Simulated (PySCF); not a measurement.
**[HSO2]− (SMILES O=[SH][O-]) at M06-2X/STO-3G**

Aim: the vertical singlet–triplet gap of [HSO2]− at M06-2X/STO-3G, from 2 runs. 

The results are computed with PySCF 2.14.0.

8 further runs of the same task are left out: 8 set aside as unsound or not needed.

### Step 1. The structure to begin with

The species is [HSO2]− (4 atoms), meant as a singlet with charge -1. As SMILES, `O=[SH][O-]`. The shape is that of a GFN2-xTB optimisation.

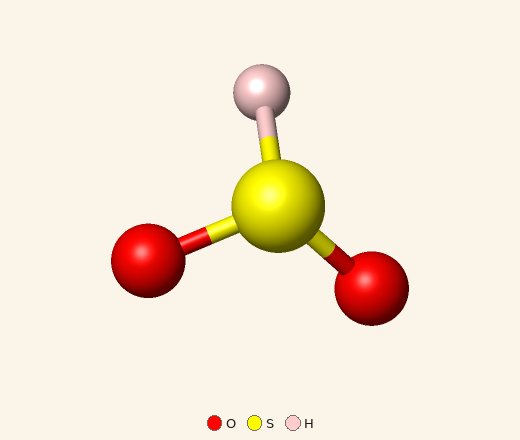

Viewed from a chosen angle; oxygen red, sulfur yellow, hydrogen pink.

### Step 2. A single-point energy at M06-2X/STO-3G

Contents of job.py:

```python
from pyscf import gto, dft

mol = gto.M(
    atom='''
O     -2.264308     0.148892     1.380275
S     -0.376188    -0.557129    -0.572039
O      1.903899    -1.778591     0.518635
H      0.736596     2.186829    -1.326871
''',
    verbose=3,
    basis='sto-3g',
    charge=-1,
    spin=0,
    max_memory=1860,
    unit='bohr',
)

mf = dft.RKS(mol, xc='m06-2x')
mf.conv_tol = 1e-10
mf.grids.level = 5
mf.kernel()
if not mf.converged:
    mf = mf.newton().run(mf.mo_coeff, mf.mo_occ)

energy = mf.e_tot
print('E = %.10f Eh' % energy)
```

Launch:

```bash
OMP_NUM_THREADS=1 python job.py
```

Standard output:

```text
converged SCF energy = -542.324297753826
E = -542.3242977538 Eh
```

Run time: 3.3 s. Hardware: 1 thread of Arm Neoverse V2, shared host; peak memory 0.2 GiB.

### Step 3. The triplet at the same level

Contents of run.py:

```python
from pyscf import gto, dft

mol = gto.Mole()
mol.atom = 'O -1.198220 0.078790 0.730410; S -0.199070 -0.294820 -0.302710; O 1.007500 -0.941190 0.274450; H 0.389790 1.157220 -0.702150'
mol.spin = 2
mol.basis = 'sto-3g'
mol.verbose = 3
mol.charge = -1
mol.max_memory = 1860
mol.build()

mf = dft.UKS(mol, xc='m06-2x')
mf.grids.level = 5
mf.conv_tol = 1e-10
mf.kernel()
if not mf.converged:
    mf = mf.newton().run(mf.mo_coeff, mf.mo_occ)

e_final = mf.e_tot
print(f'total energy: {e_final:.8f} hartree')
```

Launch:

```bash
OMP_NUM_THREADS=1 python run.py
```

Standard output:

```text
WARN: HOMO 0.0912075370619853 >= LUMO -0.229196207527669

converged SCF energy = -542.200926541209  <S^2> = 2.0050452  2S+1 = 3.0033616
total energy: -542.20092654 hartree
```

It took 5.7 s on 1 thread of Arm Neoverse V2, shared host; peak memory 0.22 GiB.

### Step 4. Results

Level: M06-2X/STO-3G.

| quantity | value |
| --- | --- |
| singlet: total energy | -542.32430 Eh |
| singlet: HOMO energy | 5.47 eV |
| singlet: LUMO energy | 14.13 eV |
| singlet: HOMO–LUMO gap (to an unbound level, set by the basis) | 8.67 eV |
| triplet: total energy | -542.20093 Eh |
| triplet: HOMO energy (highest over α and β) | 8.95 eV |
| triplet: LUMO energy (lowest over α and β) | 10.97 eV |
| triplet: ⟨S²⟩ | 2.005 |
| vertical energy of the triplet above the singlet | 3.357 eV |

At this shape the triplet lies 3.36 eV (324 kJ/mol) above the singlet. In a minimal basis such a difference can be off by several eV, whatever the method. The HOMO (singlet) lies at positive energy, 5.47 eV; only total energies tell whether the electron is bound. Mulliken charges (triplet) run from -0.58 on O1 to +0.44 on S2. The HOMO (triplet) lies at positive energy, 8.95 eV; only total energies tell whether the electron is bound.
